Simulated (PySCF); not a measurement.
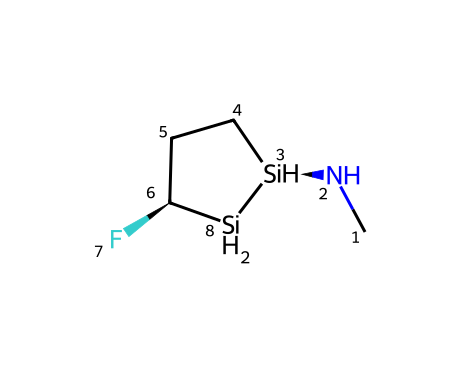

Skeletal drawing with numbered atoms; wedges and dashes mark any stereocentres. The configuration is that of a computed structure (PBE0-D3(BJ)/def2-SVP).

Give the R/S and E/Z labels.

Answer. Si3: S; C6: R.

Give a SMILES with the stereochemistry.

Answer. CN[Si@@H]1CC[C@H](F)[SiH2]1
